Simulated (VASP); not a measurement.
Consider the following.

```xyz
1
Lattice="-2.7123 2.7123 2.7123 2.7123 -2.7123 2.7123 2.7123 2.7123 -2.7123" Properties=species:S:1:pos:R:3 pbc="T T T"
K      0.0000     0.0000     0.0000
```

These are RPBE GGA, VASP's PBE PAW potentials (set 64) (plane waves; VASP 6.6.1) values and carry that method's errors. Numerical set-up: 520 eV cut-off, 11×11×11 Γ-centred mesh, tetrahedra with Blöchl corrections, potentials K_sv.

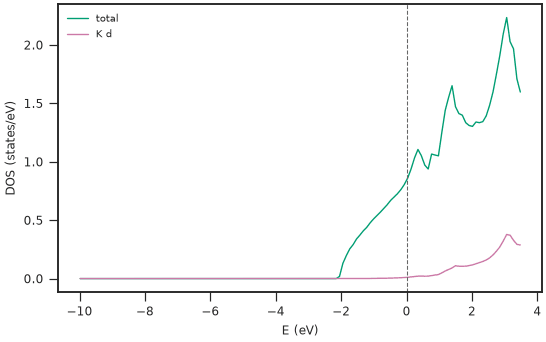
*Total and projected density of states, zero at the Fermi level*

Within 2 eV below the Fermi level the largest weight inside VASP's projection spheres is K s, then K p.

It has no gap at this level: it comes out as a metal or semimetal.

The compound is K in the bcc structure. It was relaxed first, which changed the volume by +8 %.
